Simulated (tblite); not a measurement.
Potential energy surface of H2Ge, singlet: map of symmetric stretch and bend. Scanned: Ge-H bond length and H-Ge-H angle.

Cartesian coordinates as functions of the variables (Å; names that start with a are angles):
```
Ge  0  0  0
H  r*sin(a/2)  0  r*cos(a/2)
H  -r*sin(a/2)  0  r*cos(a/2)
```

Computed with tblite with GFN2-xTB, 300 K electronic temperature.

Energy in kJ/mol above the lowest grid point; x is the Ge-H bond length (Å), y the H-Ge-H angle (°).

```csv
y \ x,1.36,1.44,1.52,1.60,1.68,1.76,1.84,1.92,2,2.08,2.16
180,462.5,448.7,372.4,288.0,227.9,187.0,161.5,148.5,146.5,153.6,167.8
170,434.3,389.7,327.1,262.9,212.5,177.1,155.0,144.1,143.5,151.6,166.5
160,369.9,312.5,262.1,216.7,180.3,154.6,139.3,133.2,136.0,146.4,163.0
150,303.7,244.9,202.6,169.4,144.5,128.1,119.9,119.2,126.0,139.3,158.1
140,243.9,186.5,150.3,125.9,110.0,101.4,99.7,104.1,114.9,131.4,152.6
130,192.4,136.8,105.4,87.5,78.4,76.3,80.2,89.3,103.9,123.3,146.8
120,150.0,95.9,67.9,54.7,50.9,54.0,62.5,75.7,93.6,115.8,141.5
110,117.3,64.1,38.3,28.4,28.4,35.4,47.6,64.1,84.8,109.4,137.1
100,95.6,42.3,17.6,9.6,12.1,21.8,36.8,55.7,78.8,105.4,134.8
90,86.8,32.3,7.4,0.0,3.7,15.0,31.6,52.2,76.9,104.9,135.6
80,93.9,36.7,10.2,2.1,5.6,17.2,34.4,55.8,81.2,110.0,141.3
70,121.4,60.1,30.3,19.7,21.5,31.9,48.4,69.4,94.5,123.2,154.5
```

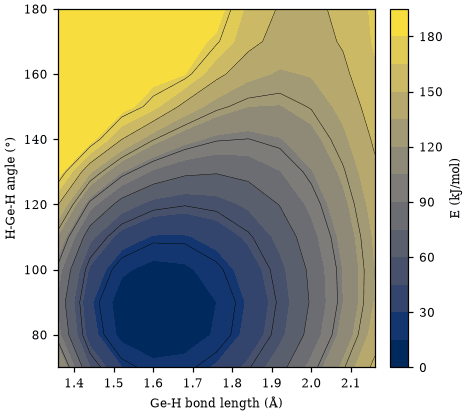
Energy surface, cut off at 187 kJ/mol.

Points that lie below all their neighbours on the grid: x = 1.60, y = 90 (0.0 kJ/mol).
